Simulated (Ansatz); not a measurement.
CH$_{8}$BNSi

```
atom    x (Å)    y (Å)    z (Å)
   B  -0.4468   0.9455  -0.3431
   C   0.1637   0.4768   0.9554
   N  -0.4200  -0.2705   1.8750
  Si   0.4407  -0.5476  -1.4439
   H   0.0875   1.9089  -0.8368
   H  -1.6376   0.7829  -0.4767
   H   1.2120   0.6768   1.1839
   H   0.0844  -0.6905   2.6370
   H  -1.3927  -0.5129   1.7716
   H   0.0914  -0.3301  -2.8753
   H  -0.0367  -1.9111  -1.0601
   H   1.9312  -0.5834  -1.3528
```

Geometry: PBE0-D4/def2-TZVP.

The calculation used RKS PBE0-D4/def2-TZVPP (Ansatz 0.2.0).

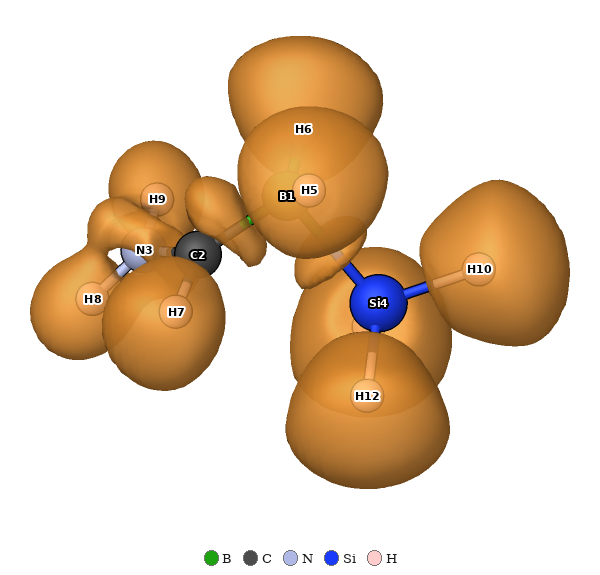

Figure 1. Isosurface of the ELF at 0.8 (orange), seen at a tilt. Only the valence region is drawn (cores and ρ < 0.01 e/Å³ removed).

> What do the ELF domains correspond to?

At this value the surface marks out one region between bonded B–C atoms (shared pairs), one region between bonded B–Si atoms (shared pairs), six regions around hydrogen nuclei and one joined region spread over several atoms (H, N), in which their bonds and any lone pairs are merged. Along the contacts the grid gives the following. C–N (1.32 Å): the ELF peaks at about 0.90 between the atoms (a covalent bond). C–B (1.51 Å): the ELF peaks at about 0.95 between the atoms, as expected for localised, covalent bonding.

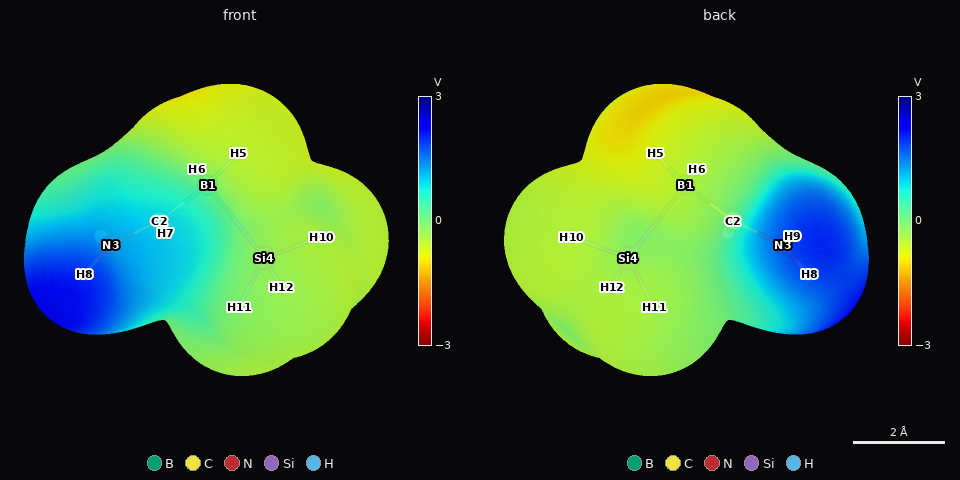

Figure 2. The electrostatic potential painted on the density surface at 0.001 e/bohr³, seen from the front and from behind; the colour scale runs from red (negative) to blue (positive).

> Describe the electrostatic potential map.

The most negative region (about −1.1 V) lies over H6, the most positive (about +2.4 V) over H8.

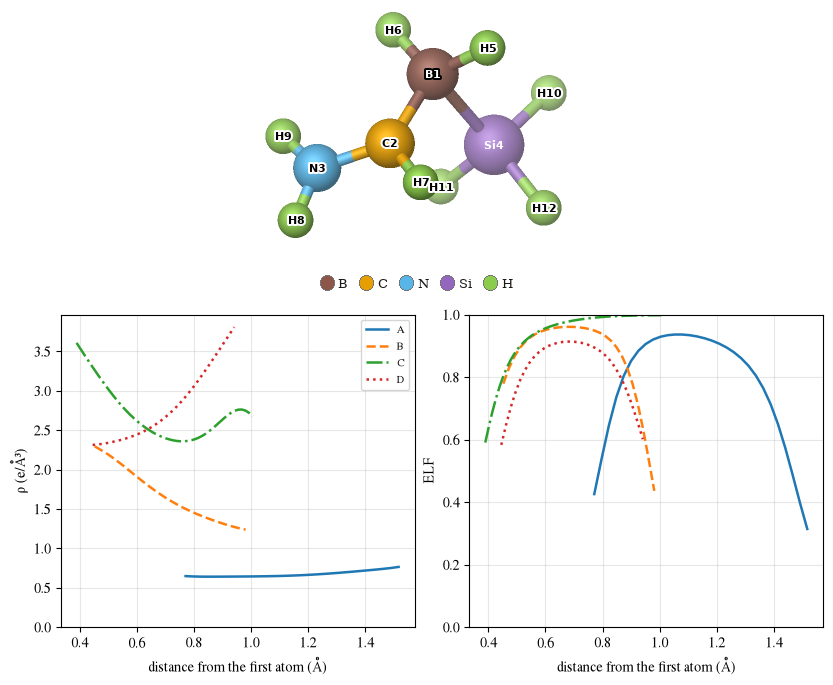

Figure 3. Electron density and electron localisation function along straight lines between neighbouring atoms. The curves leave out the atomic cores. The structure is drawn too.

> Which curve belongs to which contact (C–B, C–N, N–H and Si–B)? The first atom named is at distance zero.

Curve A: Si–B (2.06 Å): the density is about 0.64 e/Å³ at the midpoint; the ELF peaks at about 0.95 between the atoms, as expected for a covalent bond. Curve B: C–B (1.51 Å): ρ is about 1.5 e/Å³ halfway; the ELF peaks at about 0.95 between the atoms (localised, covalent bonding). Curve C: N–H (1.01 Å): the density is about 3 e/Å³ at the midpoint; the ELF climbs to about 1 towards the hydrogen, as it does in any bond to H; a covalent bond by its length. Curve D: C–N (1.32 Å): ρ at the midpoint is about 2.6 e/Å³; the ELF peaks at about 0.90 between the atoms, as expected for a covalent bond.

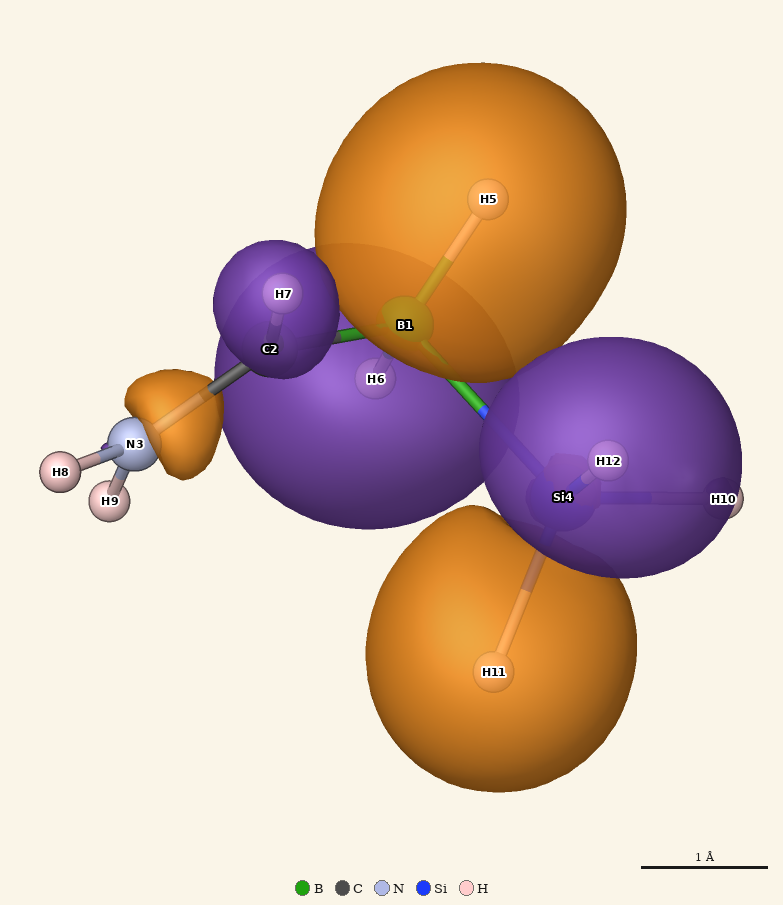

Figure 4. The HOMO−1 at ±0.08 Å⁻³ᐟ² (orange and purple are the two phases), seen at an oblique angle.

> What is the character of this orbital?

It lies mainly on B1 (about 25 %), H6 (about 20 %), H5 (about 15 %), Si4 (about 15 %), H11 (about 10 %) and H12 (about 10 %). Its energy is −8.41 eV.
